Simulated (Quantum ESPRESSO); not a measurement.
# MnGe: which magnetic order is lowest

A self-consistent run ends on one state, which hangs on the start. Several orders of MnGe are started in Quantum ESPRESSO and their energies compared.

Main program and level: Quantum ESPRESSO 7.5; LDA; plane waves with GBRV 1.5 LDA potentials, no spin-orbit coupling.

Experimental background.

“Magnetic ground state and spin fluctuations in MnGe chiral magnet as studied by Muon Spin Rotation” (2016, arxiv:1602.01756) quotes from earlier work for MnGe, B20 cubic (same polycrystalline sample, earlier work, 10 K): moment (ordered moment per Mn in the helical state) 1.83 μB [Ordered moment of the long-period helix at 10 K, from earlier neutron data; the …].

**1. The structure**

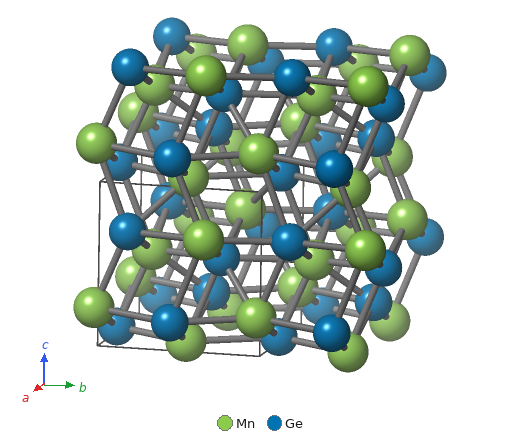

The starting structure, seen slightly off an axis (manganese green, germanium blue). 2×2×2 cells are drawn.

The cell comes from Materials Project 2023-11-01, a database of computed structures, and need not be the stable phase.

**2. Start 1: ferro ++++**

The signs are those of the starting moments on the seeded atoms, the atoms that are given a moment.

The input, pw.in:

```
&CONTROL
  calculation = 'scf'
  prefix = 'pwscf'
  outdir = './tmp'
  pseudo_dir = './pseudo'
  disk_io = 'nowf'
/
&SYSTEM
  ibrav = 0
  nat = 8
  ntyp = 2
  ecutwfc = 40
  ecutrho = 280
  nbnd = 79
  occupations = 'smearing'
  smearing = 'fd'
  degauss = 0.00734986
  nspin = 2
  starting_magnetization(1) = 0.2333
  starting_magnetization(2) = 0
/
&ELECTRONS
  conv_thr = 1.6d-08
  electron_maxstep = 150
  mixing_beta = 0.3
/
ATOMIC_SPECIES
Mn     54.9380 mn_lda_v1.5.uspp.F.UPF
Ge     72.6300 ge_lda_v1.4.uspp.F.UPF
CELL_PARAMETERS angstrom
   4.7250030600    0.0000000000    0.0000000000
   0.0000000000    4.7250030600    0.0000000000
   0.0000000000    0.0000000000    4.7250030600
ATOMIC_POSITIONS crystal
Mn      0.6371118200    0.1371118200    0.3628881800
Mn      0.1371118200    0.3628881800    0.6371118200
Mn      0.3628881800    0.6371118200    0.1371118200
Mn      0.8628881800    0.8628881800    0.8628881800
Ge      0.3423633700    0.8423633700    0.6576366300
Ge      0.8423633700    0.6576366300    0.3423633700
Ge      0.6576366300    0.3423633700    0.8423633700
Ge      0.1576366300    0.1576366300    0.1576366300
K_POINTS automatic
6 6 6 0 0 0
```

The run is started by

```sh
> OMP_NUM_THREADS=1 mpirun -n 4 pw.x -nk 4 -in pw.in > pw.out
```

Log:

```text
Program PWSCF v.7.5 starts

     Message from routine setup:
     using ibrav=0 with symmetry is DISCOURAGED, use correct ibrav instead

     K-points division:     npool     =       4
     Subspace diagonalization in iterative solution of the eigenvalue problem:

     G-vector sticks info
     --------------------
     sticks:   dense  smooth     PW     G-vecs:    dense   smooth      PW
     Sum        1781    1005    301                56259    24303    3959

     Using Slab Decomposition

     bravais-lattice index     =            0
     lattice parameter (alat)  =       8.9290  a.u.
     unit-cell volume          =     711.8736 (a.u.)^3
     number of atoms/cell      =            8
     number of atomic types    =            2
     number of electrons       =       116.00
     number of Kohn-Sham states=           79
     kinetic-energy cutoff     =      40.0000  Ry
     charge density cutoff     =     280.0000  Ry
     scf convergence threshold =      1.6E-08
     mixing beta               =       0.3000
     number of iterations used =            8  plain     mixing
     Exchange-correlation=  SLA  PZ   NOGX NOGC
                           (   1   1   0   0   0   0   0)

     celldm(1)=   8.928962  celldm(2)=   0.000000  celldm(3)=   0.000000
     celldm(4)=   0.000000  celldm(5)=   0.000000  celldm(6)=   0.000000

     crystal axes: (cart. coord. in units of alat)
               a(1) = (   1.000000   0.000000   0.000000 )
               a(2) = (   0.000000   1.000000   0.000000 )
               a(3) = (   0.000000   0.000000   1.000000 )

     reciprocal axes: (cart. coord. in units 2 pi/alat)
               b(1) = (  1.000000  0.000000  0.000000 )
               b(2) = (  0.000000  1.000000  0.000000 )
               b(3) = (  0.000000  0.000000  1.000000 )

     PseudoPot. # 1 for Mn read from file:
     mn_lda_v1.5.uspp.F.UPF
     Pseudo is Ultrasoft + core correction, Zval = 15.0
     Generated by new atomic code, or converted to UPF format
     Using radial grid of  859 points,  6 beta functions with:
                l(1) =   0
                l(2) =   0
                l(3) =   1
                l(4) =   1
                l(5) =   2
                l(6) =   2
     Q(r) pseudized with  8 coefficients,  rinner =    0.950   0.950   0.950
                                                       0.950   0.950

     PseudoPot. # 2 for Ge read from file:
     ge_lda_v1.4.uspp.F.UPF
     Pseudo is Ultrasoft + core correction, Zval = 14.0
     Generated by new atomic code, or converted to UPF format
     Using radial grid of  873 points,  6 beta functions with:
                l(1) =   0
                l(2) =   0
                l(3) =   1
                l(4) =   1
                l(5) =   2
                l(6) =   2
     Q(r) pseudized with  8 coefficients,  rinner =    1.400   1.400   1.400
                                                       1.400   1.400

     atomic species   valence    mass     pseudopotential
     Mn               15.00    54.93800     Mn( 1.00)
     Ge               14.00    72.63000     Ge( 1.00)

     Starting magnetic structure
     atomic species   magnetization
     Mn              0.233
     Ge              0.000

     12 Sym. Ops. (no inversion) found ( 9 have fractional translation)

   Cartesian axes

     site n.     atom                  positions (alat units)
         1        Mn     tau(   1) = (   0.6371118   0.1371118   0.3628882  )
         2        Mn     tau(   2) = (   0.1371118   0.3628882   0.6371118  )
         3        Mn     tau(   3) = (   0.3628882   0.6371118   0.1371118  )
         4        Mn     tau(   4) = (   0.8628882   0.8628882   0.8628882  )
         5        Ge     tau(   5) = (   0.3423634   0.8423634   0.6576366  )
         6        Ge     tau(   6) = (   0.8423634   0.6576366   0.3423634  )
         7        Ge     tau(   7) = (   0.6576366   0.3423634   0.8423634  )
         8        Ge     tau(   8) = (   0.1576366   0.1576366   0.1576366  )

     number of k points=    24  Fermi-Dirac smearing, width (Ry)=  0.0073
                       cart. coord. in units 2pi/alat
        k(    1) = (   0.0000000   0.0000000   0.0000000), wk =   0.0046296
        k(    2) = (   0.0000000   0.0000000   0.1666667), wk =   0.0277778
        k(    3) = (   0.0000000   0.0000000   0.3333333), wk =   0.0277778
        k(    4) = (   0.0000000   0.0000000  -0.5000000), wk =   0.0138889
        k(    5) = (   0.0000000   0.1666667   0.1666667), wk =   0.0555556
        [... 19 further k-points ...]

     Dense  grid:    56259 G-vectors     FFT dimensions: (  48,  48,  48)

     Smooth grid:    24303 G-vectors     FFT dimensions: (  36,  36,  36)

     Check: negative core charge=   -0.000039
     Generating pointlists ...
     new r_m :   0.2106 (alat units)  1.8803 (a.u.) for type    1
     new r_m :   0.2106 (alat units)  1.8803 (a.u.) for type    2

     Initial potential from superposition of free atoms

     starting charge     113.9969, renormalised to     116.0000
     Starting wfcs are   88 randomized atomic wfcs

     Self-consistent Calculation

     iteration #  1     ecut=    40.00 Ry     beta= 0.30
     Davidson diagonalization with overlap
     ethr =  1.00E-02,  avg # of iterations =  3.6

     total energy              =   -1696.93140570 Ry
     estimated scf accuracy    <       1.91624259 Ry

     total magnetization       =     8.27 Bohr mag/cell
     absolute magnetization    =     9.60 Bohr mag/cell

     iteration #  2     ecut=    40.00 Ry     beta= 0.30
     Davidson diagonalization with overlap
     ethr =  1.65E-03,  avg # of iterations =  2.0

     total energy              =   -1697.09157111 Ry
     estimated scf accuracy    <       0.62423962 Ry

     total magnetization       =     8.58 Bohr mag/cell
     absolute magnetization    =    10.02 Bohr mag/cell

     iteration #  3     ecut=    40.00 Ry     beta= 0.30
     Davidson diagonalization with overlap
     ethr =  5.38E-04,  avg # of iterations =  1.4

     total energy              =   -1697.15935688 Ry
     estimated scf accuracy    <       0.17758754 Ry

     total magnetization       =     8.28 Bohr mag/cell
     absolute magnetization    =     9.69 Bohr mag/cell

     [... further iterations left out ...]

     iteration # 11     ecut=    40.00 Ry     beta= 0.30
     Davidson diagonalization with overlap
     ethr =  2.66E-08,  avg # of iterations =  1.7

     total energy              =   -1697.20076127 Ry
     estimated scf accuracy    <       0.00000082 Ry

     total magnetization       =     6.73 Bohr mag/cell
     absolute magnetization    =     7.74 Bohr mag/cell

     iteration # 12     ecut=    40.00 Ry     beta= 0.30
     Davidson diagonalization with overlap
     ethr =  7.09E-10,  avg # of iterations =  2.7

     total energy              =   -1697.20076377 Ry
     estimated scf accuracy    <       0.00000027 Ry

     total magnetization       =     6.74 Bohr mag/cell
     absolute magnetization    =     7.76 Bohr mag/cell

     iteration # 13     ecut=    40.00 Ry     beta= 0.30
     Davidson diagonalization with overlap
     ethr =  2.31E-10,  avg # of iterations =  1.5

     total energy              =   -1697.20076368 Ry
     estimated scf accuracy    <       0.00000005 Ry

     total magnetization       =     6.74 Bohr mag/cell
     absolute magnetization    =     7.76 Bohr mag/cell

     iteration # 14     ecut=    40.00 Ry     beta= 0.30
     Davidson diagonalization with overlap
     ethr =  4.44E-11,  avg # of iterations =  3.0

     Magnetic moment per site  (integrated on atomic sphere of radius R)
     atom   1 (R=0.211)  charge= 13.1933  magn=  1.7329
     atom   2 (R=0.211)  charge= 13.1933  magn=  1.7329
     atom   3 (R=0.211)  charge= 13.1933  magn=  1.7329
     atom   4 (R=0.211)  charge= 13.1933  magn=  1.7329
     atom   5 (R=0.211)  charge= 11.8035  magn= -0.0701
     atom   6 (R=0.211)  charge= 11.8035  magn= -0.0701
     atom   7 (R=0.211)  charge= 11.8035  magn= -0.0701
     atom   8 (R=0.211)  charge= 11.8035  magn= -0.0701

     End of self-consistent calculation

     [... lines left out ...]
     the Fermi energy is    15.9973 ev

!    total energy              =   -1697.20076390 Ry
     estimated scf accuracy    <          1.9E-09 Ry
     smearing contrib. (-TS)   =      -0.01609260 Ry
     internal energy E=F+TS    =   -1697.18467130 Ry

     The total energy is F=E-TS. E is the sum of the following terms:
     one-electron contribution =    -754.29443620 Ry
     hartree contribution      =     474.36492689 Ry
     xc contribution           =    -334.66661146 Ry
     ewald contribution        =   -1082.58855054 Ry

     total magnetization       =     6.73 Bohr mag/cell
     absolute magnetization    =     7.75 Bohr mag/cell

     convergence has been achieved in  14 iterations

=------------------------------------------------------------------------------=
   JOB DONE.
=------------------------------------------------------------------------------=
```

Run time: 68 s. Hardware: 4 MPI ranks of Arm Neoverse V2, shared host; peak memory 0.67 GiB.

Spin moment in the atom's sphere by atom:

```
atom  spin moment in the atom's sphere (μB)
 Mn1                                   1.73
 Mn2                                   1.73
 Mn3                                   1.73
 Mn4                                   1.73
 Ge5                                  -0.07
 Ge6                                  -0.07
 Ge7                                  -0.07
 Ge8                                  -0.07
```

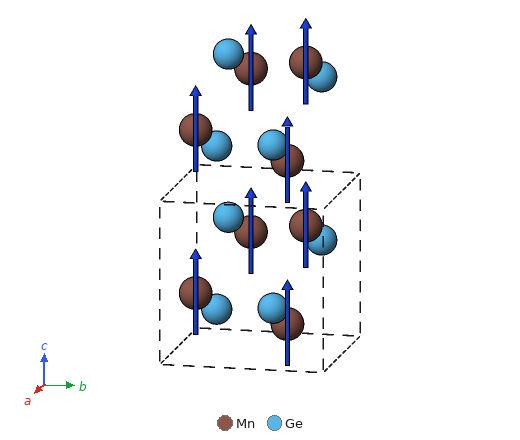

Spin moment in the atom's sphere as arrows, the longest 1.73 μB. Up and down stand for the sign. Arrows give size and sign along the axis of quantisation, drawn up and down the page. 1×1×2 cells are drawn.

Read from the output:

* smearing term TS: 0.2190 eV
* magnetization: 6.734 μB
* absolute magnetization: 7.755 μB
* final state: ferromagnetic

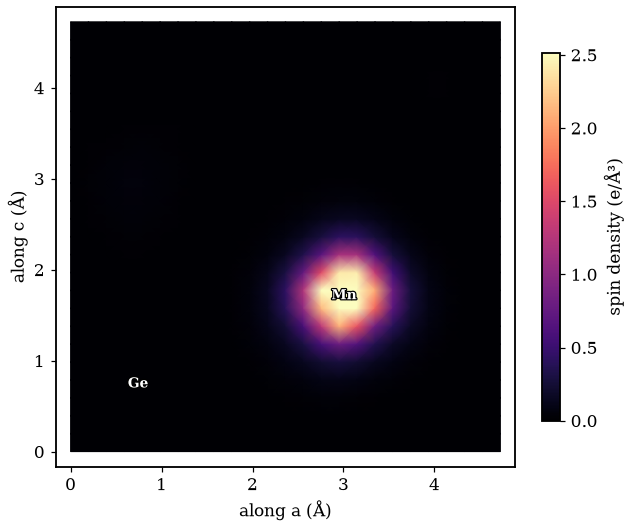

Spin density in the ac plane at fractional y = 0.137, with atoms of Mn and Ge within 0.2 Å of it.

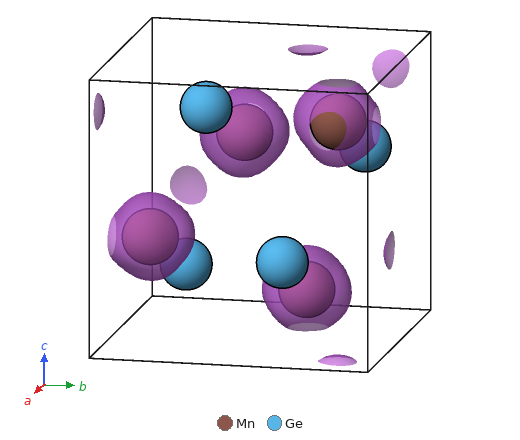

Surface of spin density = 0.26 e/Å³, which holds about 70 % of the integral of its size.

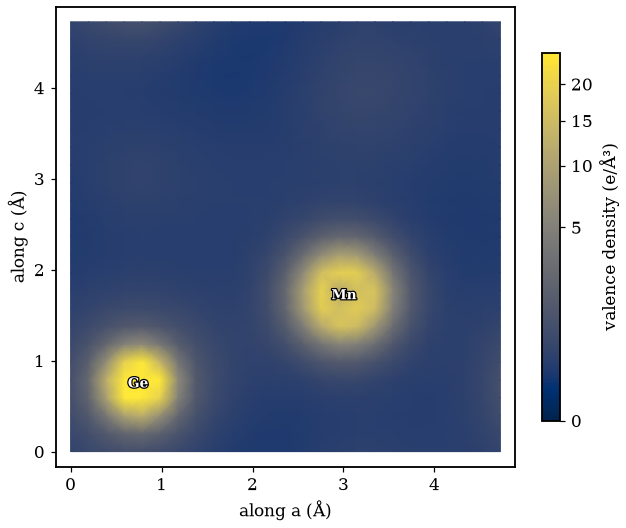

Valence density in the ac plane at fractional y = 0.137, with atoms of Mn and Ge within 0.2 Å of it. It is the smooth field of the valence electrons, not physical close to the nuclei. The colour scale is stretched toward low values.

(Part 1 of 2 ends here.)

[Logs and program files are shortened in this print: banners, set-up blocks, solver, clock and traceback lines can be left out without a mark of their own.]

[Logs are printed without paths, hosts, clocks, repeated set-up lines and the standing remarks that a program may print on its own settings, such as how far it seeks lower states.]

[Hosts, paths, dates, database ids (printed as entryN), source tags and the programs' standing remarks are cut or masked in the printed files.]

[Where a cell is said to come from a database of computed structures, the database is the Materials Project.]
